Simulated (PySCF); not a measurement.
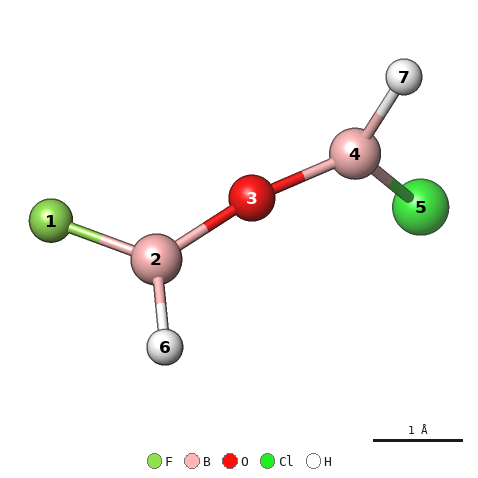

Atoms carry their numbers in the input. The computed structure is the end point of a PBE0-D3(BJ)/def2-SVP optimisation. No frequency run is at hand to confirm it as a minimum.

Give the bond lengths.

```
  bond  length (Å)   order
 F1–B2       1.319  single
 B2–O3       1.339  single
 B2–H6       1.203  single
 O3–B4       1.332  single
B4–Cl5       1.757  single
 B4–H7       1.202  single
```
